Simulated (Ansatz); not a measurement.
```yaml
atoms:
  - { symbol: C, position_ang: [-1.5010, 0.4121, 1.3685] }
  - { symbol: Se, position_ang: [0.2002, 1.2752, 0.9356] }
  - { symbol: Ge, position_ang: [0.0501, 1.0075, -1.4613] }
  - { symbol: B, position_ang: [0.7790, -0.9146, -1.6257] }
  - { symbol: In, position_ang: [1.6094, -1.2932, 0.4458] }
  - { symbol: H, position_ang: [-2.3204, 1.0551, 1.0545] }
  - { symbol: H, position_ang: [-1.5195, 0.2824, 2.4489] }
  - { symbol: H, position_ang: [-1.5688, -0.5637, 0.8908] }
  - { symbol: H, position_ang: [1.0177, 2.0797, -2.0009] }
  - { symbol: H, position_ang: [-1.3926, 1.4019, -1.8406] }
  - { symbol: H, position_ang: [0.7007, -1.5579, -2.6295] }
  - { symbol: H, position_ang: [0.6921, -2.2413, 1.5718] }
  - { symbol: H, position_ang: [3.2531, -0.9432, 0.8422] }
```

Geometry: PBE0-D4/def2-TZVP; core potentials replace the inner electrons of In.

Method: Ansatz 0.2.0, RKS PBE0-D4/def2-TZVPP.

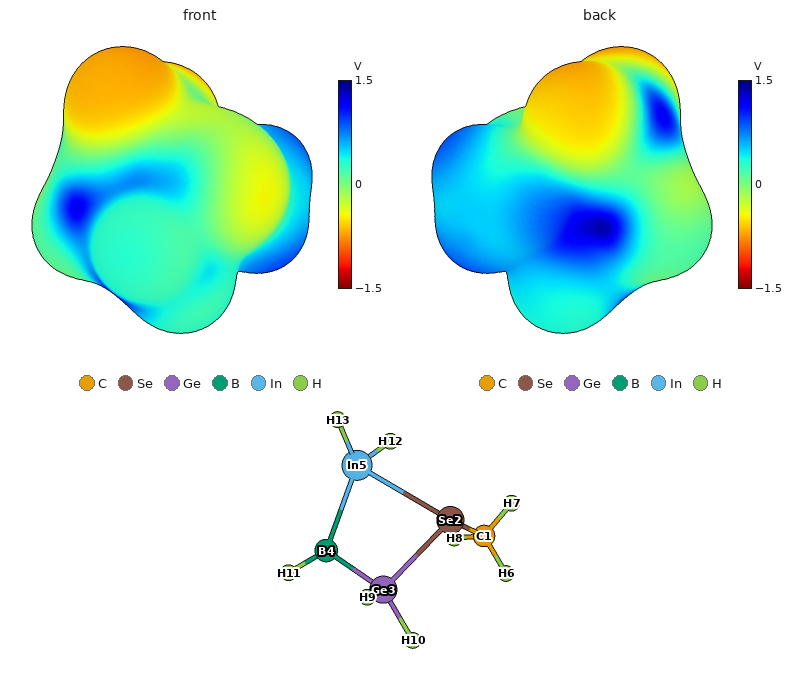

CH8BGeInSe. The molecular electrostatic potential painted on the density surface at 0.001 e/bohr³, seen from the front and from behind; red is negative and blue positive. The bare structure is drawn below in the same view.

### Where is the surface potential most negative and most positive?

The most negative region (about −0.7 V) lies over H12 and H13, the most positive (about +1.3 V) over Ge3 and B4.
